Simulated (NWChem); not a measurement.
**U-mPW1K/6-311+G(d,p) (density fitting with weigend coulomb fitting) run of BNH3S (SMILES N[B]S)**

Aim: the vertical doublet–quartet gap of BNH3S at U-mPW1K/6-311+G** (density fitting with weigend coulomb fitting), from 2 runs. 

The results are computed with NWChem 7.3.0.

1 further run of the same task is left out (set aside as unsound or not needed).

### 1 The system as given

BNH3S: 6 atoms, total charge 0, spin state doublet. SMILES: `N[B]S`. The shape is that of a PBE0-D4/def2-TZVP optimisation. This is a higher conformer, about 7 kJ/mol above the lowest found by a separate search.

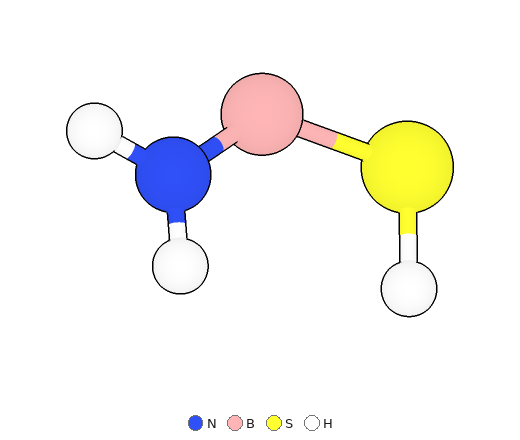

The structure, seen from a chosen angle (nitrogen blue, boron pink, sulfur yellow, hydrogen white).

### 2 Energy and one-electron properties at U-mPW1K/6-311+G(d,p) (density fitting with weigend coulomb fitting)

File test.nw:

```
start test
title "BH3NS"
memory stack 880 mb heap 220 mb global 1100 mb
geometry units bohr noautosym nocenter noautoz
   N  -1.17389787  0.15684727 -1.42995576
   B  -1.01742855 -0.84187299  0.97453176
   S   1.47606508 -0.89799785  3.22991989
   H  -2.74803973  0.03023562 -2.48612369
   H   0.25605789  1.07563211 -2.29904080
   H   3.28661168  0.35621337  1.92336325
end
basis spherical
   * library 6-311+G**
end
basis "cd basis" spherical
   * library "weigend coulomb fitting"
end
dft
   xc mpw1k
   mult 2
   grid xfine
   maxiter 150
   mulliken
   noprint "final vectors analysis"
end
property
   electrondensity
   quadrupole
   efieldgrad
   octupole
   dipole
   moldenfile
   molden_norm janpa
end
task dft property
```

On the command line:

```
$ nwchem test.nw > test.out
```

Standard output:

```text
[...]
          Wavefunction type:  spin polarized.
          No. of atoms     :     6
          No. of electrons :    31
[...]
          Charge           :     0
          Spin multiplicity:     2
[...]
          AO basis - number of functions:    92
[...]
              XC Information
              --------------
                        MPW1K Method XC Functional
                     Hartree-Fock (Exact) Exchange  0.428
                        mPW91  Exchange Functional  0.572
                Perdew 1991 Correlation Functional  1.000 non-local
            Perdew 1991 LDA Correlation Functional  1.000 local
[...]
 d= 0,ls=0.0,diis     1   -479.5668161620 -5.61D+02  8.58D-03  1.36D-01     3.9
[...]
 d= 0,ls=0.0,diis    11   -479.6255806142 -7.57D-09  4.96D-07  4.06D-10    42.1
[...]
         Total DFT energy =     -479.625580614205
      One electron energy =     -821.462884260388
           Coulomb energy =      297.951695042269
    Exchange-Corr. energy =      -37.819604306662
 Nuclear repulsion energy =       81.705212910576
[...]
      Total Density - Mulliken Population Analysis
     ---------------------------------------------
    Atom       Charge   Shell Charges
 -----------   ------   -------------------------------------------------------
    1 N    7     7.54   1.10  0.90  0.80  0.83  1.85  0.61  1.35 -0.04  0.13  0.02
    2 B    5     5.08   1.13  0.86  0.43  0.65  0.99  0.42  0.33  0.12  0.03  0.12
    3 S   16    15.96   0.77  1.19  0.94  1.05  1.07  0.86  1.86  4.03  1.03  2.62  0.70 -0.09 -0.12  0.05
    4 H    1     0.72   0.27  0.42 -0.01  0.05
    5 H    1     0.74   0.27  0.42  0.01  0.05
    6 H    1     0.96   0.23  0.55  0.14  0.03
[...]
      <S2> =      0.7542 (Exact =     0.7500)
[...]
   Dipole moment        3.0854049144 Debye(s)
             DMX        0.3653976318 DMXEFC        0.0000000000
             DMY        1.3470136198 DMYEFC        0.0000000000
             DMZ       -2.7516835509 DMZEFC        0.0000000000
   -EFC- dipole         0.0000000000 DEBYE(S)
   Total dipole         3.0854049144 DEBYE(S)
[...]
```

Run time: 43 s. Hardware: 1 thread of Intel Xeon 6975P-C (Granite Rapids), shared host; peak memory 0.14 GiB.

Atomic charges (e):

```tsv
atom	Mulliken	Löwdin
N1	-0.540	-0.120
B2	-0.080	-0.330
S3	+0.040	+0.250
H4	+0.280	+0.110
H5	+0.260	+0.100
H6	+0.040	-0.020
```

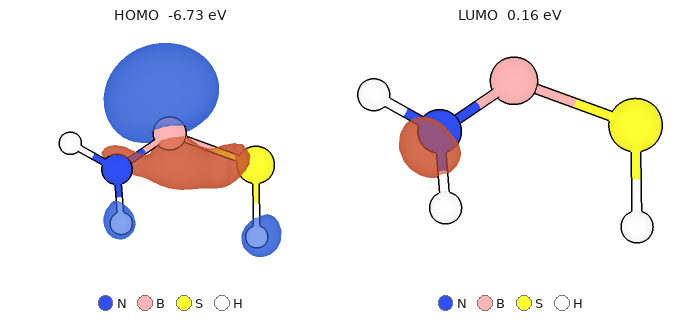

Frontier orbitals of this run (spin up), surfaces at ±0.2 Å^-3/2.

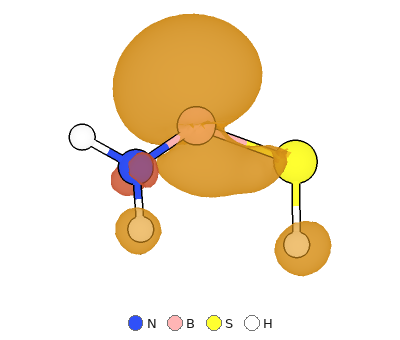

Spin density, surfaces at ±0.03 e/Å³.

### 3 The quartet, same level

File test.nw:

```
start test
title "BH3NS properties"
memory total 2200 mb

geometry noautosym nocenter noautoz
  N    -0.621200    0.083000   -0.756700
  B    -0.538400   -0.445500    0.515700
  S     0.781100   -0.475200    1.709200
  H    -1.454200    0.016000   -1.315600
  H     0.135500    0.569200   -1.216600
  H     1.739200    0.188500    1.017800
end

basis spherical
  * library 6-311+G**
end

basis "cd basis" spherical
  * library "weigend coulomb fitting"
end

dft
  xc mpw1k
  mult 4
  grid xfine
  iterations 150
  mulliken
end

property
  electrondensity
  quadrupole
  efieldgrad
  octupole
  dipole
  moldenfile
  molden_norm janpa
end

task dft property
```

On the command line:

```
$ nwchem test.nw > test.out
```

Standard output:

```text
[...]
          Wavefunction type:  spin polarized.
          No. of atoms     :     6
          No. of electrons :    31
[...]
          Charge           :     0
          Spin multiplicity:     4
[...]
          AO basis - number of functions:    92
[...]
              XC Information
              --------------
                        MPW1K Method XC Functional
                     Hartree-Fock (Exact) Exchange  0.428
                        mPW91  Exchange Functional  0.572
                Perdew 1991 Correlation Functional  1.000 non-local
            Perdew 1991 LDA Correlation Functional  1.000 local
[...]
 d= 0,ls=0.0,diis     1   -479.2929252007 -5.61D+02  1.77D-01  1.68D-01     3.7
[...]
 d= 0,ls=0.0,diis    20   -479.4051726644 -1.03D-09  6.05D-06  2.65D-11    61.6
[...]
         Total DFT energy =     -479.405172664408
      One electron energy =     -819.580456079404
           Coulomb energy =      296.226226240664
    Exchange-Corr. energy =      -37.756161647286
 Nuclear repulsion energy =       81.705218821619
[...]
      Total Density - Mulliken Population Analysis
     ---------------------------------------------
    Atom       Charge   Shell Charges
 -----------   ------   -------------------------------------------------------
    1 N    7     7.45   1.10  0.90  0.79  0.84  1.84  0.61  1.30 -0.09  0.15  0.02
    2 B    5     5.73   1.13  0.86  0.43  0.67  1.00  0.42  0.28  0.58  0.24  0.11
    3 S   16    14.95   0.78  1.19  0.94  1.05  1.14  0.79  1.86  4.03  1.00  2.43  0.27 -0.65  0.06  0.08
    4 H    1     0.71   0.27  0.41 -0.02  0.05
    5 H    1     0.71   0.26  0.40  0.00  0.05
    6 H    1     1.45   0.23  0.53  0.65  0.03
[...]
      <S2> =      3.7572 (Exact =     3.7500)
[...]
   Dipole moment        3.5121544820 Debye(s)
             DMX       -3.0482604642 DMXEFC        0.0000000000
             DMY       -0.3972755079 DMYEFC        0.0000000000
             DMZ       -1.6986787272 DMZEFC        0.0000000000
   -EFC- dipole         0.0000000000 DEBYE(S)
   Total dipole         3.5121544820 DEBYE(S)
[...]
```

Wall time 63 s (1 thread of Intel Xeon 6975P-C (Granite Rapids), shared host); peak memory 0.26 GiB.

Atomic charges (e):

```tsv
atom	Mulliken	Löwdin
N1	-0.450	-0.070
B2	-0.730	-0.480
S3	+1.050	+0.520
H4	+0.290	+0.120
H5	+0.290	+0.120
H6	-0.450	-0.200
```

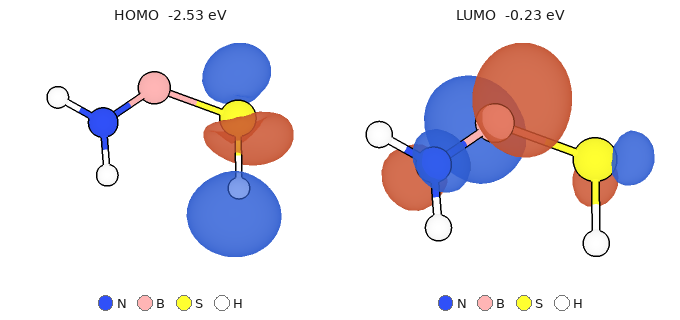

Frontier orbitals of this run (spin up), surfaces at ±0.2 Å^-3/2.

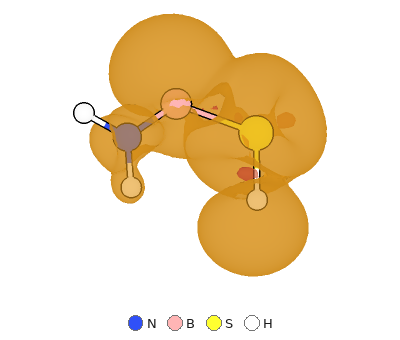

Spin density, surfaces at ±0.03 e/Å³.

### 4 What came out

Level: U-mPW1K/6-311+G** (density fitting with weigend coulomb fitting).

```
                                        quantity          value
                           doublet: total energy  -479.62558 Eh
                          doublet: dipole moment         3.09 D
                                   doublet: ⟨S²⟩          0.754
                           quartet: total energy  -479.40517 Eh
                          quartet: dipole moment         3.51 D
     quartet: HOMO energy (highest over α and β)       -2.53 eV
                                   quartet: ⟨S²⟩          3.757
vertical energy of the quartet above the doublet       5.998 eV
```

**Reading.** At this shape the quartet lies 6.00 eV (579 kJ/mol) above the doublet. Mulliken charges (quartet) run from -0.73 on B2 to +1.05 on S3; in a basis this large or diffuse they mean little.
